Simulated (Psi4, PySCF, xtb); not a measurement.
CH6Ge (SMILES [CH3][GeH3]) and H2O (SMILES O) are pulled apart as rigid monomers along the line of their centres of mass, from the B3LYP-D3(BJ)/def2-TZVP minimum. Starting geometry (charge 0, multiplicity 1):
```tsv
atom	x (Å)	y (Å)	z (Å)
C	-0.2534	1.6308	0.3515
Ge	0.3611	-0.2209	0.1646
H	-0.6939	1.7587	1.3388
H	-0.9997	1.8584	-0.4089
H	0.5838	2.3187	0.2376
H	1.4122	-0.5617	1.2425
H	0.9994	-0.4664	-1.2169
H	-0.8151	-1.2079	0.3263
O	-0.9753	-0.1889	3.3341
H	-0.0605	-0.4833	3.4009
H	-1.4154	-0.8687	2.8123
```

Interaction energies with rigid monomers; basis-set methods are counterpoise corrected unless marked otherwise.

Correlated levels freeze the cores. Filled d and f shells under p-block atoms count as core. Rows in 6-31G* carry no dispersion term and start afresh at each structure (6-31G* with six Cartesian d functions); the Pople sets are all-electron and without relativity. MP2/6-31G* freezes PySCF's default core, which leaves 3d correlated.

Run with Psi4 for SAPT; PySCF for 6-31G* rows; xtb for the GFN methods. 

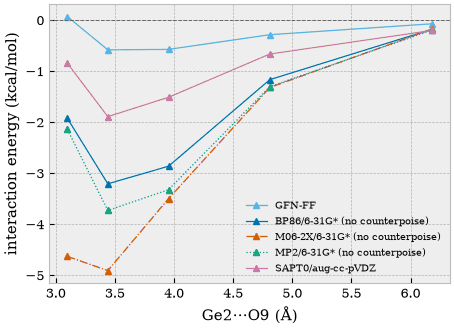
Figure: Interaction energy against separation

Q: Which level binds most strongly at Ge2···O9 = 3.44, and by how much?

A: M06-2X/6-31G* (no counterpoise), -4.9 kcal/mol.
